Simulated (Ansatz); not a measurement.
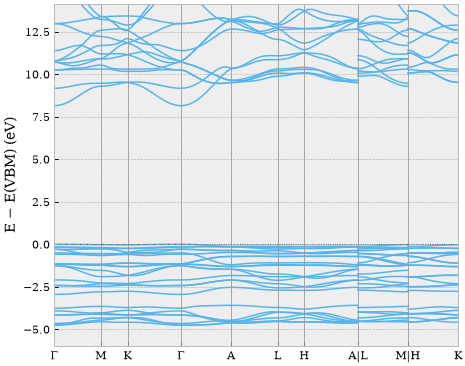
Figure. Band structure from r²SCAN (plane waves, PAW; program Ansatz)

**Question.** Read off the gap and where the band edges lie.

**Answer.** About 8.1 eV (8.15 eV by a search for the band edges); maximum on the Γ–M line, 8 % of the way from Γ, minimum at Γ.

The material is Cs2LiAlF6 in space group P-3m1 (No. 164; Cs on 2d, Li on 1a, Al on 1b, F on 6i).

The first step of the workflow began from a Materials Project structure, measured or hypothetical; the Crystallography Open Database copy checked does not list it. Its standing as an ambient phase is unchecked. The r²SCAN relaxation kept the symmetry of its start; its stability against distortions is not shown here. Scalar-relativistic: spin–orbit coupling is off unless named, which matters more the heavier the elements.

Potentials: the later of the program's two PAW sets.
